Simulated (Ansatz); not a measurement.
# Two runs on CH₄SSi

System: CH₄SSi, SMILES C[SiH]=S.
Method of run 1: RHF-CCSD(T), frozen core/def2-TZVPP (Ansatz 0.2.0).

The geometry: displaced from a GFN2-xTB structure. Text and figures count atoms from 1; the logs count them from 0 in places.

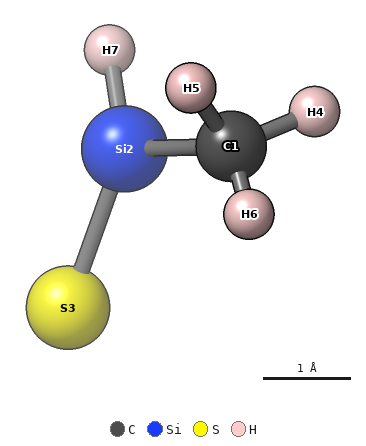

The structure (ball-and-stick view, seen at an oblique angle; atoms are numbered from 1 in the order of the input). Bond lengths as drawn: C–H 0.93 to 1.14 Å, C–Si 2.01 Å, H–Si 1.38 Å and S–Si 2.05 Å.

### The input, run 1
```yaml
crystal:
  periodic: [false, false, false]
  atoms:
    - {symbol: C, position_ang: [-0.693700, 0.489600, -0.301500]}
    - {symbol: Si, position_ang: [0.939100, -0.494400, 0.346000]}
    - {symbol: S, position_ang: [1.381100, -2.254400, -0.609100]}
    - {symbol: H, position_ang: [-1.385200, 0.460300, 0.601000]}
    - {symbol: H, position_ang: [-0.361900, 1.532800, -0.588000]}
    - {symbol: H, position_ang: [-1.177800, 0.174700, -1.036000]}
    - {symbol: H, position_ang: [1.553500, -0.097200, 1.520400]}
basis:
  gaussian: {orbitals: def2-TZVPP}
correlation: {method: ccsd_t}
output: {forces: true}
```

Command:
```bash
ansatz run in.yaml --threads 4 --pin off --events-out ev --progress --plain --max-ram 5222MiB
```

Hardware: 4 CPU threads, shared host.

### Output (run 1)
```
Functional definition: HF
  exchange = exact_x
  correlation = 0
973 factors; integrals over basis functions are off by at most 9.1e-4 eV
mean field evaluation 1: about -19770.5938 eV, gradient 3.0e1 eV
mean field evaluation 2: about -19770.7494 eV, gradient 3.1e1 eV
mean field evaluation 4: about -19773.6378 eV, gradient 3.3e0 eV
mean field evaluation 8: about -19773.6962 eV, gradient 2.9e-1 eV
mean field evaluation 16: about -19770.5933 eV, gradient 3.0e1 eV
mean field -19773.69708801 eV, -726.6699648909 hartree, gradient 3.1e-6 eV, S^2 0.000000; 0 other end points of the search recorded, 0 dependent functions left out
11 core orbitals not correlated: weight in the atoms' cores, before any rotation towards them, 1.000 or more for the frozen orbitals, at most 0.000 for the correlated occupied ones
reference -19773.69708801 eV, -726.6699648909 hartree; 9, 9 occupied and 151, 151 virtual orbitals, 973 factors
too little memory for Intel AMX tiles; the run may be slower
second order -12.63309425 eV of doubles, -0.00000000 eV of singles
cycle   1  -13.24777367 eV  change   -6.1e-1 eV  update   9.7e-2
cycle   2  -13.59979313 eV  change   -3.5e-1 eV  update   3.2e-2
cycle   3  -13.70666929 eV  change   -1.1e-1 eV  update   2.2e-2
cycle   4  -13.69826178 eV  change    8.4e-3 eV  update   7.9e-3
cycle   5  -13.69677546 eV  change    1.5e-3 eV  update   4.0e-3
cycle   6  -13.69747334 eV  change   -7.0e-4 eV  update   1.3e-3
cycle   7  -13.69752330 eV  change   -5.0e-5 eV  update   4.5e-4
cycle   8  -13.69771822 eV  change   -1.9e-4 eV  update   1.5e-4
cycle   9  -13.69774050 eV  change   -2.2e-5 eV  update   4.7e-5
cycle  10  -13.69772021 eV  change    2.0e-5 eV  update   2.1e-5
cycle  11  -13.69772657 eV  change   -6.4e-6 eV  update   9.3e-6
cycle  12  -13.69773010 eV  change   -3.5e-6 eV  update   3.6e-6
cycle  13  -13.69773355 eV  change   -3.4e-6 eV  update   1.7e-6
perturbative correction -0.67170662 eV, -0.0246847629 hartree
the calculation of the forces begins
Total energy: -19788.06652817 eV, -727.1980320771 hartree
Atom 0 at    -0.693700     0.489600    -0.301500 Å, force     5.268295     3.517594     7.980962 eV/Å
Atom 1 at     0.939100    -0.494400     0.346000 Å, force    -2.472898    -2.512366    -4.200497 eV/Å
Atom 2 at     1.381100    -2.254400    -0.609100 Å, force    -0.144150     1.833153     1.120310 eV/Å
Atom 3 at    -1.385200     0.460300     0.601000 Å, force     0.774408     0.600098    -0.925936 eV/Å
Atom 4 at    -0.361900     1.532800    -0.588000 Å, force    -0.515410    -0.770026     0.841251 eV/Å
Atom 5 at    -1.177800     0.174700    -1.036000 Å, force    -3.703366    -3.637491    -6.550828 eV/Å
Atom 6 at     1.553500    -0.097200     1.520400 Å, force     0.793121     0.969037     1.734738 eV/Å
Dipole moment:    -0.242816     0.672044     0.294219 e Å
```

Run 2 used a changed input.

### The two runs side by side

| quantity | run 1 | run 2 |
| --- | --- | --- |
| outcome | converged | converged |
| total energy (hartree) | −727.198032 | −728.083090 |
| dipole moment (D) | 3.71 | 4.27 |
| largest force (eV/Å) | 10.189 | 10.393 |
| basis functions | 171 | 171 |
| wall time (shared host) | 38 s | 1.9 s |

Which change of the input explains these differences?

The change (lines with − go, lines with + come):
```diff
-correlation: {method: ccsd_t}
+hamiltonian: {xc: {name: wB97X-V}}
```

The total energies belong to different methods, so their difference says nothing on which is more stable or more accurate. The largest force goes from 10.189 to 10.393 eV/Å. The dipole moment goes from 3.71 to 4.27 D.

### Output (run 2)
```
Functional definition: wB97X-V
  parameter omega = 0.3/bohr
  parameter cx = 0.167
  parameter cx1 = 0.603
  parameter cx2 = 1.194
  parameter css0 = 0.556
  parameter css1 = -0.257
  parameter cos0 = 1.219
  parameter cos1 = -1.850
  parameter b = 6.0
  parameter c = 0.01
  exchange = spin_sum(e_x_unif_sr(omega)*poly(b97_u_x, 1 - cx, cx1, cx2)) + cx*exact_x_sr(omega) + exact_x_lr(omega)
  correlation = spin_sum(e_c_pw_same_spin*poly(b97_u_same, css0, css1))
      + integral(e_c_pw_opposite_spin*poly(b97_u_opposite, cos0, cos1)) + vv10(b, c)
998 factors; their error is unknown
219 factors; integrals over basis functions are off by at most 1.3e-5 eV
mean field evaluation 1: about -19808.2582 eV, gradient 3.9e1 eV
mean field evaluation 2: about -19809.5473 eV, gradient 3.3e1 eV
mean field evaluation 4: about -19812.1290 eV, gradient 1.5e0 eV
mean field evaluation 8: about -19812.1445 eV, gradient 6.4e-2 eV
mean field evaluation 16: about -19812.1502 eV, gradient 2.2e-4 eV
mean field -19812.15017954 eV, -728.0830899405 hartree, gradient 6.1e-5 eV, S^2 0.000000; 0 other end points of the search recorded, 0 dependent functions left out
the calculation of the forces begins
reference -19812.15017774 eV, -728.0830898740 hartree; 20, 20 occupied and 151, 151 virtual orbitals, 998 factors
Total energy: -19812.15017774 eV, -728.0830898740 hartree
Atom 0 at    -0.693700     0.489600    -0.301500 Å, force     5.494888     3.466600     8.111466 eV/Å
Atom 1 at     0.939100    -0.494400     0.346000 Å, force    -2.553140    -3.017332    -4.576852 eV/Å
Atom 2 at     1.381100    -2.254400    -0.609100 Å, force    -0.265958     2.381846     1.410657 eV/Å
Atom 3 at    -1.385200     0.460300     0.601000 Å, force     0.766444     0.601859    -0.931206 eV/Å
Atom 4 at    -0.361900     1.532800    -0.588000 Å, force    -0.534190    -0.764051     0.833431 eV/Å
Atom 5 at    -1.177800     0.174700    -1.036000 Å, force    -3.742704    -3.662472    -6.613029 eV/Å
Atom 6 at     1.553500    -0.097200     1.520400 Å, force     0.834659     0.993549     1.765533 eV/Å
Dipole moment:    -0.272891     0.774476     0.340253 e Å
```
